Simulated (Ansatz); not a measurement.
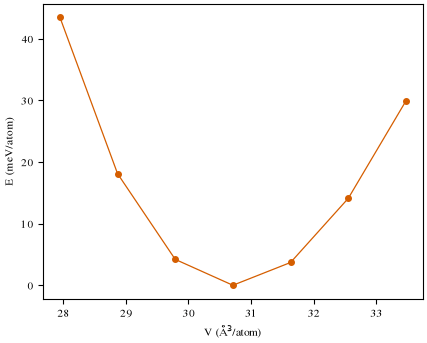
*Pb (fcc (Cu type), Fm-3m) under volume change, r²SCAN+D4 (plane waves, PAW; program Ansatz), scaled uniformly.*

Problem. What does a third-order Birch–Murnaghan fit give for V₀, B₀ and B′?

Solution. V₀ = 30.71 Å³/atom, B₀ = 45.9 GPa, B′ = 5.2.

Symmetry was held in the r²SCAN+D4 relaxation. The pairwise dispersion correction was not fitted to metals. Scalar-relativistic: spin–orbit coupling is off unless named, which matters more the heavier the elements.

Potentials: the later of the program's two PAW sets.
